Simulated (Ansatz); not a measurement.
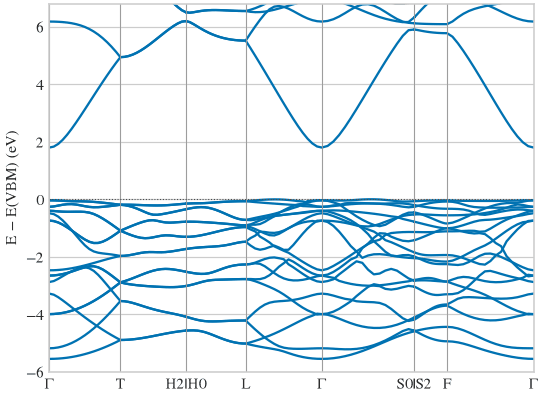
*Band structure from r²SCAN in the plane-wave PAW code Ansatz*

Task: Read off the gap and where the band edges lie.

Result: About 1.8 eV (1.80 eV by a search for the band edges); maximum on the Γ–S0 line, 54 % of the way from Γ, minimum at Γ.

Task: Which of these materials gives this?
A. In2O3, corundum
B. HfIN, R-3m (Hf on 6c, I on 6c, N on 6c)
C. CdBr2, R-3m (Cd on 3a, Cd on 3b, Br on 6c, Br on 6c)

Result: A, In2O3, corundum

Space group R-3c (corundum). The workflow started from a Materials Project entry (that database holds measured and hypothetical structures alike); the Crystallography Open Database files this formula in space group No. 167, but the cells were not matched. It is not the phase usual at ambient conditions (space group No. 206). The r²SCAN relaxation kept the symmetry of its start; its stability against distortions is not shown here. Spin–orbit coupling is left out wherever it is not named.

Potentials: the later of the program's two PAW sets.
